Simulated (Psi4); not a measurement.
**InH2 (SMILES [InH2]): UM06-2X/def2-SV(P) (core potential, sweep point 1)**

What is the vertical doublet–quartet gap of InH2 at UM06-2X/def2-SV(P) (core potential, sweep point 1)? Input form: a Python script.

Program for the calculation: Psi4 1.11.

## (1) Starting point

The species is InH2 (3 atoms), meant as a doublet with charge 0. As SMILES, `[InH2]`. The coordinates come from a PBE0-D4/def2-TZVP relaxation.

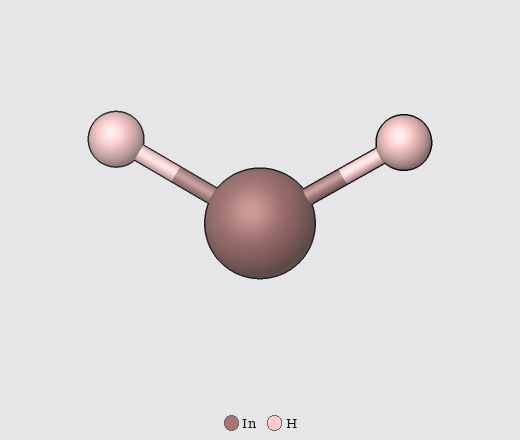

Viewed from a chosen angle; indium brown, hydrogen pink.

## (2) A single-point energy at UM06-2X/def2-SV(P) (core potential, sweep point 1)

The input, run.py:

```python
import psi4

psi4.set_memory('1600 MB')
psi4.set_num_threads(1)
psi4.set_output_file('h2in.out', False)

mol = psi4.geometry("""
0 2
In     0.72678867    -0.80388949     0.28308097
H      1.30636767     2.39125944     0.98568115
H     -2.05394332    -1.70982420    -1.29389548
units bohr
symmetry c1
""")

psi4.set_options({
    'basis': 'def2-SV(P)',
    'reference': 'uks',
    'puream': True,
    'scf_type': 'pk',
    'dft_radial_points': 99,
    'dft_spherical_points': 590,
    'maxiter': 150,
})

energy_value = psi4.energy('m06-2x', molecule=mol)
print(f'm06-2x energy: {energy_value:.10f} Eh')
```

Run with:

```sh
$ python run.py
```

h2in.out, shortened:

```text
[...]
    !!!  WARNING: ECP capability is in beta. Please check occupations closely.  !!!
[...]
  Running in c1 symmetry.
[...]
  Nuclear repulsion =   12.814194973493310
[...]
  Multiplicity = 2
[...]
  Nalpha       = 12
  Nbeta        = 11
[...]
    Number of basis functions: 30
[...]
   @UKS iter   1:  -191.15395946673630   -1.00513e+00   7.27436e-03 ADIIS/DIIS
[...]
   @UKS iter   8:  -191.18753209735323   -1.56560e-08   4.46260e-07 DIIS
[...]
   @S^2 Observed:                7.542407314E-01
[...]
    Orbital Energies [Eh]
    ---------------------
    Alpha Occupied:
       1A     -4.883381     2A     -3.264556     3A     -3.256997
       4A     -3.253635     5A     -0.884507     6A     -0.880093
       7A     -0.876960     8A     -0.876634     9A     -0.872696
      10A     -0.467438    11A     -0.347506    12A     -0.232623
    Alpha Virtual:
      13A     -0.048352    14A      0.072122    15A      0.085959
      16A      0.177599    17A      0.220336    18A      0.223110
      19A      0.225763    20A      0.350454    21A      0.356486
      22A      0.357583    23A      0.473657    24A      0.484148
      25A      0.641306    26A      0.740706    27A     15.874566
[...]
  @UKS Final Energy:  -191.18753209735323
   => Energetics <=
    Nuclear Repulsion Energy =             12.8141949734933096
    One-Electron Energy =                -361.2336538335424621
    Two-Electron Energy =                 165.6868227786036982
    DFT Exchange-Correlation Energy =      -8.4548960159077975
    Empirical Dispersion Energy =           0.0000000000000000
    VV10 Nonlocal Energy =                  0.0000000000000000
    Total Energy =                       -191.1875320973532268
[...]
 Multipole Moments:
 ------------------------------------------------------------------------------------
     Multipole            Electronic (a.u.)      Nuclear  (a.u.)        Total (a.u.)
 ------------------------------------------------------------------------------------
 L = 1.  Multiply by 2.5417464519 to convert [e a0] to [Debye]
 Dipole X            :          2.0109148           -1.8881271            0.1227877
 Dipole Y            :         -1.9663696            1.8464449           -0.1199247
 Dipole Z            :          0.0000098           -0.0000000            0.0000098
 Magnitude           :                                                    0.1716355
[...]
```

The script printed:

```text
m06-2x energy: -191.1875320974 Eh
```

Wall time 13 s (1 thread of Intel Xeon Platinum 8259CL at 2.50GHz (Skylake/Cascade Lake), shared host); peak memory 0.56 GiB.

## (3) The quartet

The input, run.py:

```python
import psi4

psi4.set_memory('1600 MB')
psi4.set_num_threads(1)
psi4.core.set_output_file('run.log', False)

mol = psi4.geometry("""
0 4
In     0.72678867    -0.80388949     0.28308097
H      1.30636767     2.39125944     0.98568115
H     -2.05394332    -1.70982420    -1.29389548
units au
symmetry c1
""")

options = {'basis': 'def2-SV(P)', 'reference': 'uks', 'puream': True, 'scf_type': 'pk', 'dft_radial_points': 99, 'dft_spherical_points': 590, 'maxiter': 150}
psi4.set_options(options)

result, w = psi4.energy("m06-2x", return_wfn=True)
print(f'total energy {result:.8f} hartree = {result * 27.211386:.5f} eV')
```

Run with:

```sh
$ python run.py
```

run.log, shortened:

```text
[...]
    !!!  WARNING: ECP capability is in beta. Please check occupations closely.  !!!
[...]
  Running in c1 symmetry.
[...]
  Nuclear repulsion =   12.814194973493310
[...]
  Multiplicity = 4
[...]
  Nalpha       = 13
  Nbeta        = 10
[...]
    Number of basis functions: 30
[...]
   @UKS iter   1:  -191.00849115497982   -8.59660e-01   6.67030e-03 DIIS/ADIIS
[...]
   @UKS iter   8:  -191.03168640320754   -1.66401e-09   5.55078e-07 DIIS
[...]
   @S^2 Observed:                3.765467914E+00
[...]
    Orbital Energies [Eh]
    ---------------------
    Alpha Occupied:
       1A     -4.888510     2A     -3.268264     3A     -3.263528
       4A     -3.257768     5A     -0.895100     6A     -0.892207
       7A     -0.880509     8A     -0.877806     9A     -0.876447
      10A     -0.540896    11A     -0.449631    12A     -0.266477
      13A     -0.174406
    Alpha Virtual:
      14A      0.033295    15A      0.070966    16A      0.163638
      17A      0.201768    18A      0.215208    19A      0.223320
      20A      0.321684    21A      0.339503    22A      0.345646
      23A      0.457738    24A      0.458064    25A      0.576367
[...]
  @UKS Final Energy:  -191.03168640320754
   => Energetics <=
    Nuclear Repulsion Energy =             12.8141949734933096
    One-Electron Energy =                -360.8520737108721619
    Two-Electron Energy =                 165.4309713414021417
    DFT Exchange-Correlation Energy =      -8.4247790072308586
    Empirical Dispersion Energy =           0.0000000000000000
    VV10 Nonlocal Energy =                  0.0000000000000000
    Total Energy =                       -191.0316864032075443
[...]
 Multipole Moments:
 ------------------------------------------------------------------------------------
     Multipole            Electronic (a.u.)      Nuclear  (a.u.)        Total (a.u.)
 ------------------------------------------------------------------------------------
 L = 1.  Multiply by 2.5417464519 to convert [e a0] to [Debye]
 Dipole X            :          1.5493669           -1.8881271           -0.3387602
 Dipole Y            :         -1.5153888            1.8464449            0.3310561
 Dipole Z            :         -0.0000017           -0.0000000           -0.0000017
 Magnitude           :                                                    0.4736630
[...]
```

The script printed:

```text
total energy -191.03168640 hartree = -5198.23696 eV
```

Run time: 9.6 s. Hardware: 1 thread of Intel Xeon Platinum 8259CL at 2.50GHz (Skylake/Cascade Lake), shared host; peak memory 0.57 GiB.

## (4) Results

Level: UM06-2X/def2-SV(P) (core potential, sweep point 1).

| quantity | value |
| --- | --- |
| doublet: total energy | -191.18753 Eh |
| doublet: dipole moment | 0.44 D |
| doublet: HOMO energy (highest over α and β) | -6.33 eV |
| doublet: LUMO energy (lowest over α and β) | -2.76 eV |
| doublet: ⟨S²⟩ | 0.754 |
| quartet: total energy | -191.03169 Eh |
| quartet: dipole moment | 1.20 D |
| quartet: HOMO energy (highest over α and β) | -4.75 eV |
| quartet: ⟨S²⟩ | 3.765 |
| vertical energy of the quartet above the doublet | 4.241 eV |

At this shape the quartet lies 4.24 eV (98 kcal/mol) above the doublet.
